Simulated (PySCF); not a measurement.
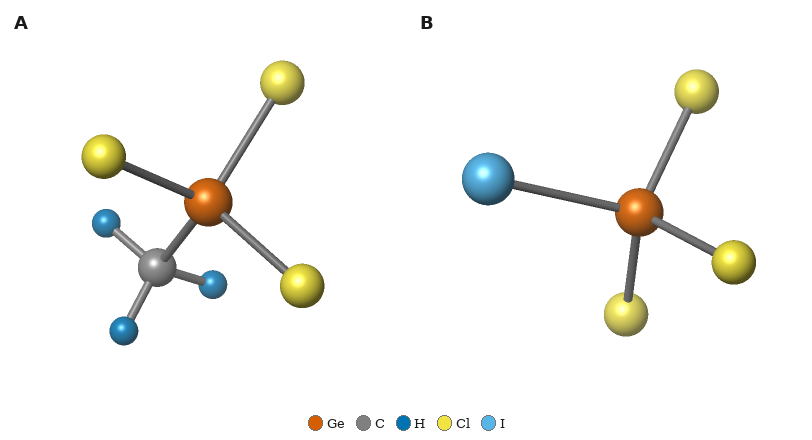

Two related species, optimised with PBE0-D3(BJ)/def2-SVP; properties computed with PySCF 2.14.0. Both: charge 0, singlet.

> What are A and B?

A is GeMeCl3, B is GeICl3.

Compare them. With B3LYP/def2-SVPD: dipole moment (D), HOMO–LUMO gap (eV), HOMO energy (Kohn–Sham orbital) (eV), lowest vertical singlet excitation (eV), mean static polarisability (bohr³). With PBE0-D3(BJ)/def2-SVP: mean Ge–Cl length (Å).

```json
{"quantity": "dipole moment (D)", "A": "2.77", "B": "1.19"}
{"quantity": "HOMO–LUMO gap (eV)", "A": "7.25", "B": "4.99"}
{"quantity": "HOMO energy (Kohn–Sham orbital) (eV)", "A": "−8.95", "B": "−8.22"}
{"quantity": "lowest vertical singlet excitation (eV)", "A": "6.14", "B": "4.02"}
{"quantity": "mean static polarisability (bohr³)", "A": "84.0", "B": "107.5"}
{"quantity": "mean Ge–Cl length (Å)", "A": "2.142", "B": "2.133"}
```

Each is one conformer, and no frequency run is at hand to confirm it as a minimum.
